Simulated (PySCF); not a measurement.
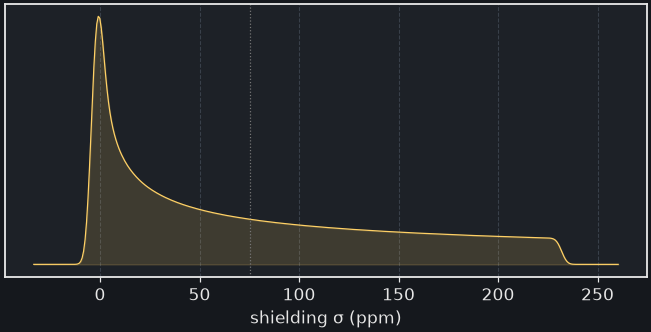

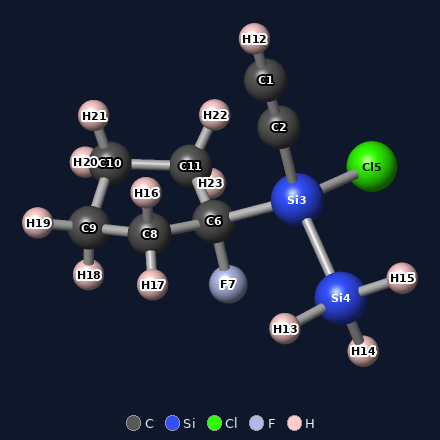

Static powder pattern (¹³C) from GIAO shielding tensors of C₇H₁₂ClFSi₂, SMILES C#C[Si@]([SiH3])(Cl)C1(F)CCCC1, PBE0/pcSseg-1, PySCF 2.14.0, at a PBE0-D3(BJ)/def2-SVP geometry (no frequency check); absolute shielding, one fixed geometry of the isolated molecule without any motion, no dipolar terms. The dotted line is the isotropic value; skew is 3(σiso − σ22)/span.

Q: The pattern belongs to C1. Give the principal values, span and skew.

A: C1: σ11, σ22, σ33 = −5, −1, 232 ppm, isotropic 75, span 237 ppm, skew 0.97.

Known limits of this run: one conformer of a flexible molecule.
